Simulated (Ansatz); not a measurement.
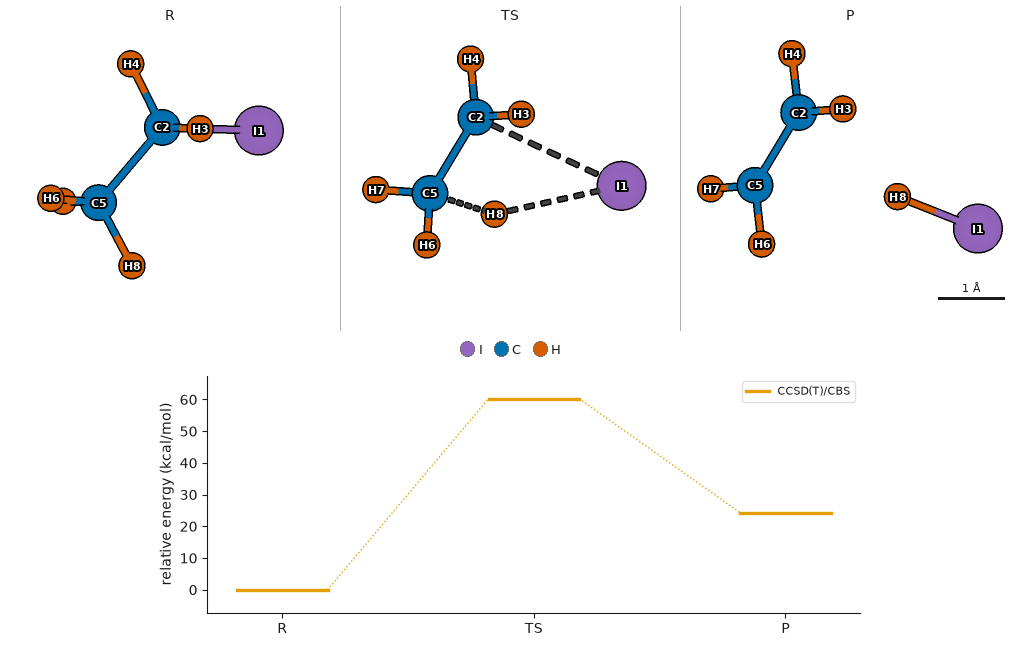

A reaction step of C₂H₅I, with its energy diagram. The picture is a ball-and-stick view, seen at a tilt. Dashed sticks mark bonds that form or break.

Stationary points at PBE0-D4/def2-TZVP, single-point energies with CCSD(T)/CBS (def2-TZVPP where no basis is named; Ansatz 0.2.0). The energies are electronic, without zero-point or thermal terms, and both ends are the minima reached downhill from the saddle, with any fragments still in contact. CCSD(T)/CBS stands for a frozen-core estimate: MP2 correlation extrapolated from def2-TZVPP and def2-QZVPP, CCSD(T) minus MP2 from the smaller set. Elements past krypton carry the basis set's effective core potentials.

**Describe the step and its energetics.**

Counted by bonded pieces, R holds C₂H₅I and P holds C₂H₄ + HI. From R over the saddle to P, a bond forms: I1–H8 (3.22 → 2.14 → 1.62 Å). Bonds break: I1–C2 (2.15 → 3.05 → 4.10 Å), C5–H8 (1.09 → 1.25 → 2.52 Å). The saddle has one imaginary mode, 1377i cm⁻¹. With CCSD(T)/CBS the barrier is 60.3 kcal/mol from R and 35.9 kcal/mol from P, and P lies 24.3 kcal/mol above R. The T1 diagnostic reaches 0.030, so the single-reference result is less sure there.
